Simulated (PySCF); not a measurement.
# CH3BF2: the cost of one run

Programs: PySCF 2.14.0, with density-fitted response routines of our own. Each step states its level of theory. These are calculated values for one molecule in the gas phase, unless marked as measured. Atoms count from 0, in the outputs and in this text.

### Step 1. Starting geometry

7 atoms, charge 0, multiplicity 1; geometry from: PBE0-D3(BJ)/def2-SVP.

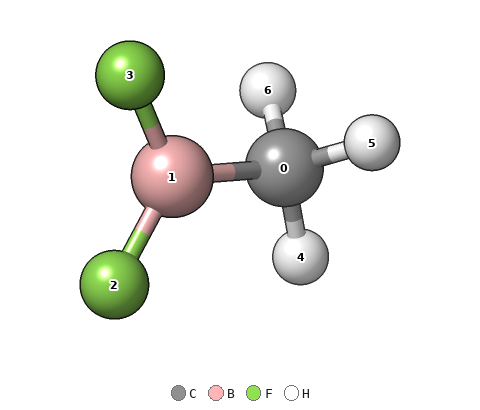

The starting geometry (carbon grey, boron pink, fluorine green, hydrogen white), atoms numbered; sticks join atoms by distance.

### Step 2. J couplings: B3LYP/def2-TZVP

What the job is given:

```
{"job": {"kind": "j", "xc": "B3LYP", "basis": "def2-TZVP"}, "charge": 0, "multiplicity": 1}
C     -0.635643     0.110229     0.261759
B      0.788394    -0.109670    -0.329065
F      1.696850     0.848617    -0.375636
F      1.166008    -1.284678    -0.805279
H     -0.839323     1.162048     0.501023
H     -0.740397    -0.485042     1.184033
H     -1.403429    -0.261686    -0.434230
```

Level: B3LYP/def2-TZVP indirect spin-spin coupling, non-relativistic, gas phase.

Launch:

```sh
> OMP_NUM_THREADS=1 python probes_run.py task.json out
```

The driver reads the jobs from task.json and runs them one after another.

**Question.** How long does this first job take on 1 thread of Arm Neoverse V1, shared host, and how much memory does it need?

About 10 s, with a peak of 0.54 GiB.
